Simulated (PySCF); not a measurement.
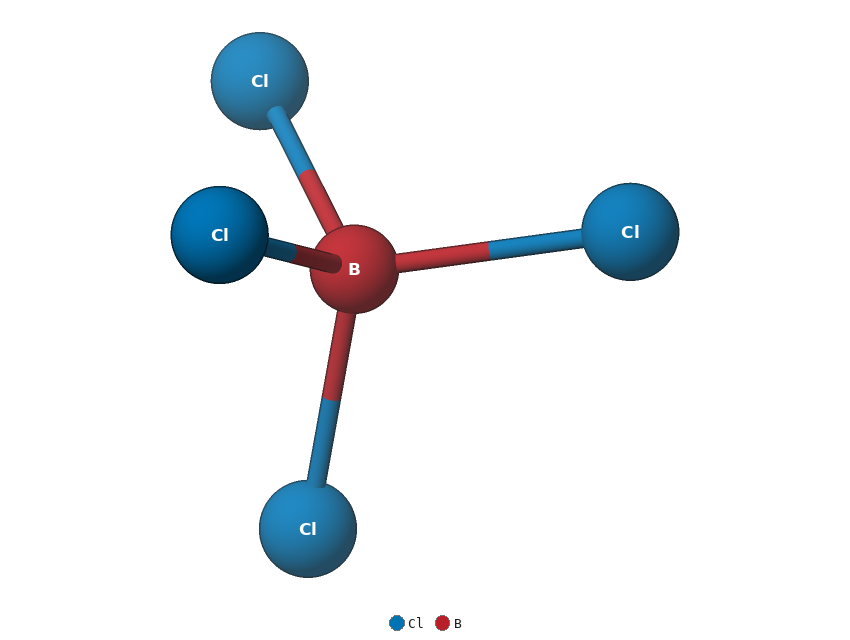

The species has charge −1 and is a spin singlet. The computed structure is the end point of a GFN2-xTB optimisation. No frequency run is at hand to confirm it as a minimum.

What is the molecular formula?

Answer. BCl₄⁻, 5 atoms: 1 boron and 4 chlorine.

What is the point group of this geometry?

Answer. Td.

More results for the same structure follow; atom numbers are the same in all pictures, views and colours differ.

Electronic properties

No frequency run is at hand to confirm it as a minimum. Level of theory: PBE0/def2-SVPD, gas phase (PySCF 2.14.0).

Estimate the mean static polarisability.

Answer. 80.4 bohr³.

What is the HOMO energy (Kohn–Sham orbital)?

Answer. −3.78 eV.

Quadrupole coupling

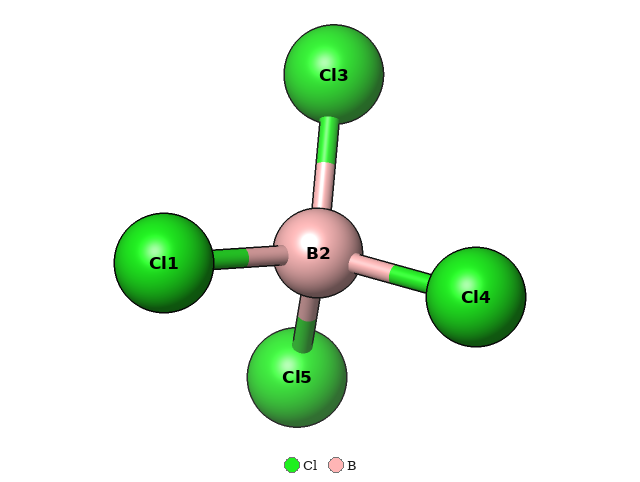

No frequency run is at hand to confirm it as a minimum. Electric field gradients from the ground-state density, PBE0/pcSseg-1 (PySCF 2.14.0), non-relativistic apart from any core potentials.

Give the largest field-gradient component, the quadrupole coupling constant and the asymmetry for 35Cl at Cl1 (Q = −81.7 mb).

```json
{"atom": "Cl1", "V_zz (a.u.)": "2.444", "e²qQ/h (MHz)": "−46.9", "η": "0.00"}
```

Charges

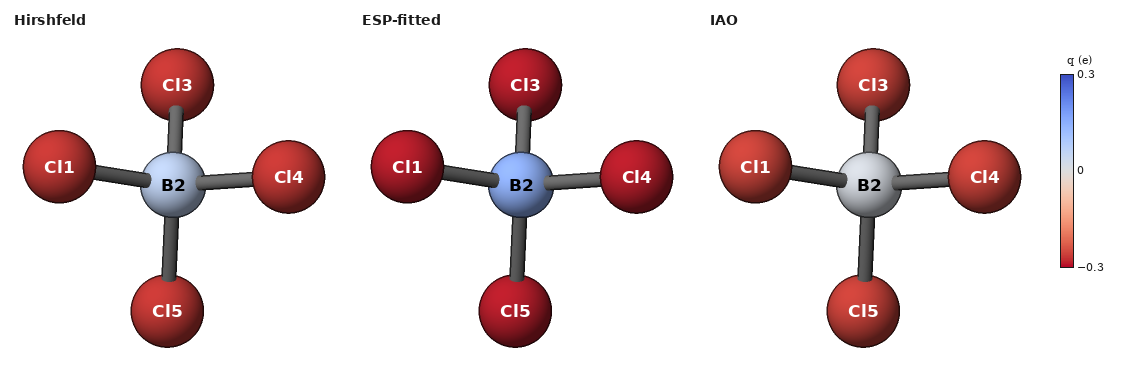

Atomic charges of one calculation by 3 schemes, on one colour scale. No frequency run is at hand to confirm it as a minimum. Level of theory: PBE0/pcSseg-1 (PySCF 2.14.0).

Which scheme gives the most polar picture (largest mean size of the charges)?

Answer. The ESP-fitted charges are the largest in size here, and the IAO charges the smallest.

List the charges (e), one line for each set of equivalent atoms.

```
          atom  Hirshfeld  ESP-fitted    IAO
Cl1, Cl3, Cl4…      −0.26       −0.28  −0.25
            B2       0.06        0.14   0.01
```

The geometry is semi-empirical. Around B such bond lengths and angles can be off by a tenth of an ångström or more and by several degrees, and values that hang on the shape move with them.
